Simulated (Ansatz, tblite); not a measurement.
**Ge(vinyl)2(NMe2)2 (C₈H₁₈GeN₂): spin-state energies by level**

Aim: set other spin states of Ge(vinyl)2(NMe2)2 (C₈H₁₈GeN₂) against its singlet, on many levels of theory.

The runs use Ansatz 0.2.0, Gaussian basis; as each input shows.

Plan: triplet, at the geometry of the singlet (GFN1-xTB, GFN2-xTB, PBE0-D4/def2-TZVP, PBE-D4/def2-TZVP, r2SCAN-D4/def2-TZVP); the singlet's energies come from earlier runs.

## (1) The relaxed structure

The geometry is that of the singlet, from an earlier relaxation (PBE-D4/def2-SVP).

29 atoms, charge 0, spin multiplicity 1.

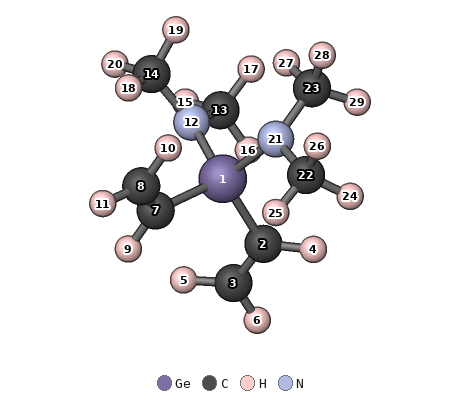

The geometry (germanium purple, carbon dark grey, hydrogen pink, nitrogen light blue); atoms are numbered from 1 in the order of the file.

## (2) Triplet at the fixed geometry, GFN1-xTB

Tight binding, by tblite at 300 K electronic temperature and without a spin-polarisation term:

```python
tblite.interface.Calculator('GFN1-xTB', numbers, positions, charge=0, uhf=2).singlepoint()
```

Energy -936.4522 eV; 0.051 s.

## (3) Triplet at the fixed geometry, GFN2-xTB

Tight binding, by tblite at 300 K electronic temperature and without a spin-polarisation term:

```python
tblite.interface.Calculator('GFN2-xTB', numbers, positions, charge=0, uhf=2).singlepoint()
```

Energy -920.7771 eV; 0.033 s.

## (4) Triplet at the fixed geometry, PBE0-D4/def2-TZVP

in.yaml

```yaml
crystal:
  periodic: [false, false, false]
  atoms:
    - {symbol: Ge, position_ang: [0.398577, -0.010502, 0.307714]}
    - {symbol: C, position_ang: [0.322693, -0.149506, 2.263467]}
    - {symbol: C, position_ang: [0.976766, 0.683996, 3.094668]}
    - {symbol: H, position_ang: [-0.264085, -0.980867, 2.697662]}
    - {symbol: H, position_ang: [1.577796, 1.533737, 2.723478]}
    - {symbol: H, position_ang: [0.941497, 0.566237, 4.192992]}
    - {symbol: C, position_ang: [2.236827, 0.004250, -0.349832]}
    - {symbol: C, position_ang: [2.581736, -0.550924, -1.527046]}
    - {symbol: H, position_ang: [3.007137, 0.504830, 0.264524]}
    - {symbol: H, position_ang: [1.829330, -1.062288, -2.153420]}
    - {symbol: H, position_ang: [3.617082, -0.527862, -1.910812]}
    - {symbol: N, position_ang: [-0.426586, 1.568217, -0.190844]}
    - {symbol: C, position_ang: [-1.515962, 2.141387, 0.567502]}
    - {symbol: C, position_ang: [-0.340728, 2.018748, -1.562636]}
    - {symbol: H, position_ang: [-1.445990, 3.255537, 0.584199]}
    - {symbol: H, position_ang: [-1.486112, 1.792595, 1.619100]}
    - {symbol: H, position_ang: [-2.528382, 1.890902, 0.155477]}
    - {symbol: H, position_ang: [0.557221, 1.596569, -2.057433]}
    - {symbol: H, position_ang: [-1.231147, 1.735390, -2.182111]}
    - {symbol: H, position_ang: [-0.256189, 3.130896, -1.611263]}
    - {symbol: N, position_ang: [-0.441577, -1.443902, -0.549796]}
    - {symbol: C, position_ang: [0.037249, -2.785330, -0.288359]}
    - {symbol: C, position_ang: [-1.866435, -1.367074, -0.792479]}
    - {symbol: H, position_ang: [-0.430779, -3.265765, 0.611701]}
    - {symbol: H, position_ang: [1.136011, -2.785867, -0.135068]}
    - {symbol: H, position_ang: [-0.174680, -3.459251, -1.152659]}
    - {symbol: H, position_ang: [-2.170310, -0.317226, -0.976952]}
    - {symbol: H, position_ang: [-2.147936, -1.960206, -1.695159]}
    - {symbol: H, position_ang: [-2.493044, -1.756730, 0.053405]}
basis:
  gaussian: {orbitals: def2-TZVP, fitting: {mean_field: def2-universal-jkfit}}
magnetization: {spin_polarized: true, initial_magnetization: 2}
hamiltonian: {xc: pbe0, dispersion: d4}
scf: {omitted_lower_state_checks: [starts]}
output: {orbitals: {seedname: orbitals}}
```

Started as:

```bash
$ ansatz run in.yaml --threads 2 --pin off --events-out ev --progress --plain --max-ram 32768MiB --backend cuda --devices 0, --max-vram 18GiB
```

The program printed:

```text
Functional definition: PBE0
  name "PBE0"
  cite "Adamo & Barone, J. Chem. Phys. 110, 6158 (1999) doi:10.1063/1.478522"
  cite "Perdew, Burke & Ernzerhof, Phys. Rev. Lett. 77, 3865 (1996) doi:10.1103/PhysRevLett.77.3865"
  parent pbe
  parameter a = 0.25
  parameter kappa = 0.804
  parameter beta = 0.06672455060314922
  exchange = (1 - a)*pbe_x(kappa = kappa, mu = beta*pi^2/3) + a*exact_x
  correlation = pbe_c(beta = beta)
these checks for a lower state are left out or cut short: starts
1344 factors; integrals over basis functions are off by at most 4.0e-1 eV
mean field evaluation 1: about -68041.4034 eV, gradient 7.2e1 eV
mean field evaluation 2: about -68015.2130 eV, gradient 9.3e1 eV
mean field evaluation 4: about -68062.8827 eV, gradient 2.2e1 eV
mean field evaluation 8: about -68065.2699 eV, gradient 7.6e-1 eV
mean field evaluation 16: about -68065.2686 eV, gradient 6.2e-2 eV
mean field evaluation 32: about -68065.2686 eV, gradient 6.6e-5 eV
mean field -68065.26864063 eV, -2501.3524862469 hartree, gradient 1.0e-5 eV, S^2 2.021104; 0 other end points of the search recorded, 0 dependent functions left out
reference -68065.26869120 eV, -2501.3524881056 hartree; 57, 55 occupied and 409, 411 virtual orbitals, 1344 factors
Total energy: -68066.02307501 eV, -2501.3802111990 hartree
Checks for a lower state left out: starts
```

Run time: 9.5 s. Hardware: 1 × H100 (card shared with other runs) with 2 threads of AMD EPYC 7R13, shared host; peak host memory 1.1 GiB.

Report: HOMO -1.68 eV, LUMO -4.95 eV (over both spins; with the spin held, an empty level of the minority spin lies below the top filled one); ⟨S²⟩ 2.021 (pure: 2.00).

## (5) Triplet at the fixed geometry, PBE-D4/def2-TZVP

start.molden holds the orbitals of an earlier run on this state, given as this run's starting guess.

in.yaml, as its differences from that of step 4:

```diff
@@ -33,5 +33,5 @@
 basis:
-  gaussian: {orbitals: def2-TZVP, fitting: {mean_field: def2-universal-jkfit}}
+  gaussian: {orbitals: def2-TZVP, fitting: {mean_field: def2-universal-jkfit}, initial_orbitals: start.molden}
 magnetization: {spin_polarized: true, initial_magnetization: 2}
-hamiltonian: {xc: pbe0, dispersion: d4}
+hamiltonian: {xc: pbe, dispersion: d4}
 scf: {omitted_lower_state_checks: [starts]}
```

Launched as before.

The program printed:

```text
Functional definition: PBE
  name "PBE"
  cite "Perdew, Burke & Ernzerhof, Phys. Rev. Lett. 77, 3865 (1996) doi:10.1103/PhysRevLett.77.3865"
  parent pbe
  parameter kappa = 0.804
  parameter beta = 0.06672455060314922
  exchange = pbe_x(kappa = kappa, mu = beta*pi^2/3)
  correlation = pbe_c(beta = beta)
these checks for a lower state are left out or cut short: starts
1344 factors; integrals over basis functions are off by at most 4.0e-1 eV
mean field evaluation 1: about -68062.6923 eV, gradient 1.1e1 eV
mean field evaluation 2: about -68062.9720 eV, gradient 3.5e-1 eV
mean field evaluation 4: about -68062.8209 eV, gradient 4.2e0 eV
mean field evaluation 8: about -68062.9803 eV, gradient 8.8e-4 eV
mean field evaluation 16: about -68062.9803 eV, gradient 1.7e-4 eV
mean field -68062.98030214 eV, -2501.2683913587 hartree, gradient 2.9e-6 eV, S^2 2.005310; 0 other end points of the search recorded, 0 dependent functions left out
reference -68062.98037213 eV, -2501.2683939306 hartree; 57, 55 occupied and 409, 411 virtual orbitals, 1344 factors
Total energy: -68063.84693481 eV, -2501.3002395220 hartree
Checks for a lower state left out: starts
```

It took 6.5 s on 1 × H100 (card shared with other runs) with 2 threads of AMD EPYC 7R13, shared host; peak host memory 1.1 GiB.

From the report: HOMO -1.31 eV, LUMO -5.32 eV (over both spins; with the spin held, an empty level of the minority spin lies below the top filled one); ⟨S²⟩ 2.005 (pure: 2.00).

## (6) Triplet at the fixed geometry, r2SCAN-D4/def2-TZVP

in.yaml, as its differences from that of step 5:

```diff
@@ -35,3 +35,3 @@
 magnetization: {spin_polarized: true, initial_magnetization: 2}
-hamiltonian: {xc: pbe, dispersion: d4}
+hamiltonian: {xc: r2scan, dispersion: d4}
 scf: {omitted_lower_state_checks: [starts]}
```

The command is unchanged.

The program printed (excerpt; [...] marks lines left out):

```text
Functional definition: r2SCAN
  name "r2SCAN"
  cite "Furness, Kaplan, Ning, Perdew & Sun, J. Phys. Chem. Lett. 11, 8208 (2020) doi:10.1021/acs.jpclett.0c02405"
  cite "Furness, Kaplan, Ning, Perdew & Sun, J. Phys. Chem. Lett. 11, 9248 (2020) doi:10.1021/acs.jpclett.0c03077"
  parent r2scan
[...]
1344 factors; integrals over basis functions are off by at most 4.0e-1 eV
[...]
mean field -68079.77158928 eV, -2501.8854597796 hartree, gradient 6.8e-6 eV, S^2 2.014292; 0 other end points of the search recorded, 0 dependent functions left out
reference -68079.77161146 eV, -2501.8854605944 hartree; 57, 55 occupied and 409, 411 virtual orbitals, 1344 factors
Total energy: -68080.02811452 eV, -2501.8948869082 hartree
Checks for a lower state left out: starts
```

Run time: 10 s. Hardware: 1 × H100 (card shared with other runs) with 2 threads of AMD EPYC 7R13, shared host; peak host memory 1.2 GiB.

HOMO -1.46 eV, LUMO -5.30 eV (over both spins; with the spin held, an empty level of the minority spin lies below the top filled one); ⟨S²⟩ 2.014 (pure: 2.00).

## (7) Triplet less singlet, vertical

The singlet's energies are those of its earlier runs, whose logs aren't repeated here.

```
              level  triplet less singlet, vertical (kcal/mol)     time
           GFN1-xTB                                      +79.1  0.086 s
           GFN2-xTB                                      +85.0  0.052 s
   PBE-D4/def2-TZVP                                      +83.6     11 s
r2SCAN-D4/def2-TZVP                                      +86.9     18 s
  PBE0-D4/def2-TZVP                                      +98.5     15 s
```

Times add the two runs; a level without a time comes out of a correlated run. Tight binding without a spin term can't rank spin states.

## (8) Outcome

| quantity | value |
| --- | --- |
| triplet less singlet, vertical, functionals in def2-TZVP | +83.6 (PBE-D4) to +98.5 kcal/mol (PBE0-D4) |

In words: All functionals put the triplet above the singlet, over a spread of 14.9 kcal/mol. The checks for a lower triplet were left out, so another state of that spin may lie lower. These are electronic energies, without zero-point motion, entropy or surroundings.
